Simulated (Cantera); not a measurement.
Input: 1 mol H2O, 0.2 mol H2, 0.3 mol O2, held at 1200 Pa.

These are equilibrium values from Cantera (NASA tables, ideal gas, pure condensed phases), not measurements of a reactor. Candidate condensed phases: H2O; 9 gas species. Rates play no part.

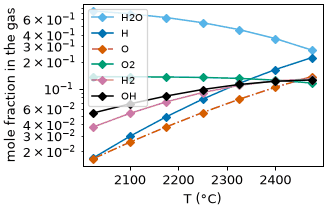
Figure. Equilibrium gas composition (values under 1e-9 drawn at 1e-9)

From 2025 °C to 2475 °C nothing is condensed.
